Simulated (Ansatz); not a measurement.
Starting cell, CdBr2 (space group P6_3mc):

```yaml
crystal:
  lattice:
    - [3.98029, 0.00000, 0.00000]
    - [-1.99015, 3.44703, 0.00000]
    - [0.00000, 0.00000, 12.56749]
  atoms:
    - { symbol: Cd, position: [0.66667, 0.33333, 0.87499] }
    - { symbol: Cd, position: [0.33333, 0.66667, 0.37499] }
    - { symbol: Br, position: [0.00000, 0.00000, 0.75034] }
    - { symbol: Br, position: [0.00000, 0.00000, 0.25034] }
    - { symbol: Br, position: [0.33333, 0.66667, 0.99967] }
    - { symbol: Br, position: [0.66667, 0.33333, 0.49967] }
```

In this cell atom 1 (Cd, nearest neighbour Br at 2.781 Å; its periodic images, 4.0 Å or more away, move with it) is moved by s along Cartesian z, unit vector (0.000, 0.000, 1.000); all other atoms and the cell stay fixed.

These are r2SCAN+rVV10 (plane waves to 500 eV, PAW, scalar-relativistic; Ansatz, a first-principles code) values and carry that method's errors. k mesh 8×8×2 (Γ-centred), Fermi-Dirac smearing 0.05 eV. E stands for the smeared free energy. F∥ is the force on the atom along that direction. CdBr2 was relaxed with its symmetry unable to fall. The zero of ΔE is the undisplaced structure.

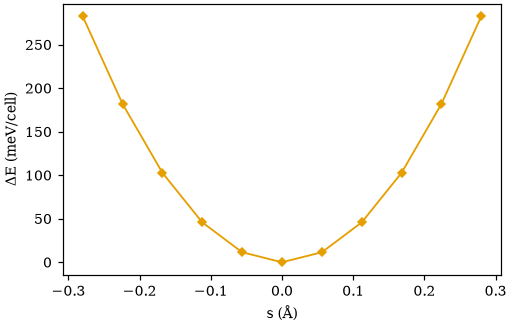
Fig. 1. ΔE (meV/cell) against s (Å); markers are the computed points, lines only join them.

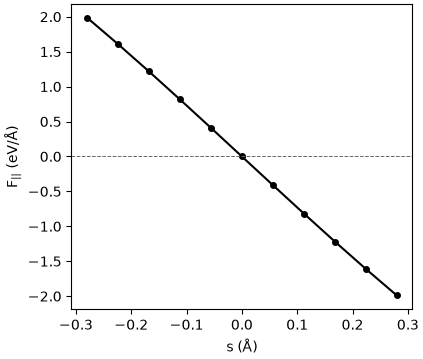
Fig. 1. F∥ (eV/Å) against s (Å); markers are the computed points, lines only join them.

The force constant k = d²E/ds² at s = 0 (finite differences) comes out as 7.33 eV/Å². The energy at s = 0.280 Å is 282.9 meV/cell. Shape of the curve: a single well with its minimum at or next to zero displacement. Symmetry of the curve: even: the same for both signs. Harmonic estimate at the end of the scan: ½ks² = 287.3 meV/cell against the computed 282.9 meV/cell, so the well is close to harmonic there.

With its periodic images moving along, the atom's site symmetry in this cell is 3m..

(For displaced atoms, the force is minus the slope of the energy, and its curvature is a force constant, which sets phonon frequencies.)
